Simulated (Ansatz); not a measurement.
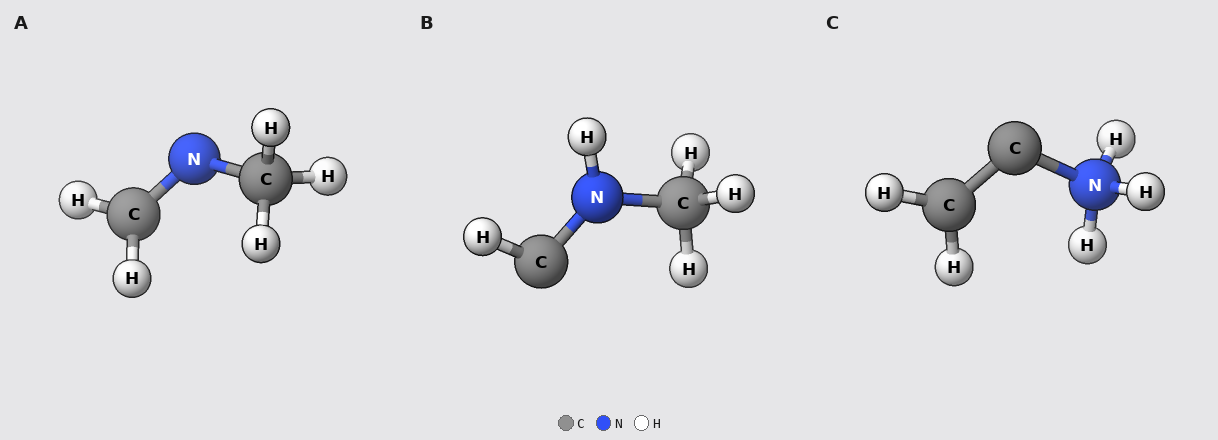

3 stationary structures of one formula. Geometries: PBE-D4/def2-SVP. Electronic energies: PBE-D4/def2-SVP (Ansatz 0.2.0), without zero-point energy. No frequency run is at hand to confirm each as a minimum. Each is one conformer, not always the lowest.

> Which structure is the most stable?

A is lowest (Cs); B lies 1.570 eV above it (Cs), C lies 2.550 eV above it (Cs).
